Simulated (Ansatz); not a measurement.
Consider HfO₂ in the fluorite structure (space group Fm-3m, No. 225; a = 5.058 Å). Axes: x, y, z lie along the cube axes.

It is then changed as follows: uniaxial strain ε_xx = −4.68 %, all other strain components held at zero; the atoms relax in the strained cell.

The values are results of plane-wave PAW DFT at the r2SCAN level (Ansatz, a program for electronic structure, 500 eV), no SOC, not measurements.

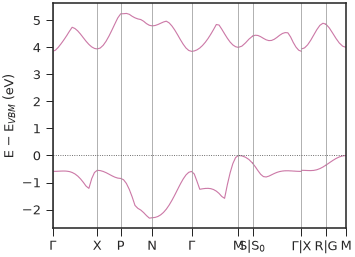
Figure. Highest valence and lowest conduction band along the path of the changed cell's own zone

Task: From the figure, how large is the changed gap, and is it direct?

Result: About 3.9 eV, indirect, M → Γ.

Spin-orbit coupling, missing from the scalar runs, can matter with Hf. Stability against distortions was not tested. This is not the structure that HfO2 has at room temperature and ambient pressure. k-point labels follow each cell's own Brillouin zone.
